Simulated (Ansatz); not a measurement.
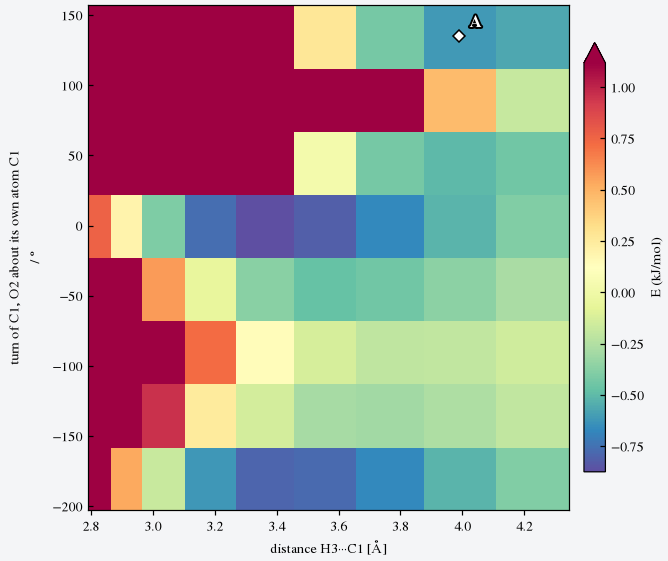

The pair CO···H₂. The turn is about an axis along (−0.42, −0.91, −0.00) in the frame of the relaxed pair, normal to the line between the partners. First axis: distance H3···C1. Second axis: turn of C1, O2 about its own atom C1. The grid has 9 × 8 points. Points are written as (first, second). All energies are given in kJ/mol relative to the two partners far apart, frozen as in the relaxed pair, each in its own basis (no counterpoise correction). Energies and slopes of some neighbouring points disagree (a jump in structure or state, or too coarse a mesh). All numbers below come from RKS wB97X-V/def2-TZVPD (Ansatz 0.2.0).

Drawn: one coloured cell a grid point, one colour for all values above the top of the scale, the point A.

Question: Is A at rest? If not, where is it pushed?

Answer: A, at (3.989 Å, 135°), is not a stationary point. The computed force is 0.14 kJ/mol for each Å towards larger values of distance H3···C1 and 0.011 kJ/mol for each degree towards larger values of the second coordinate.
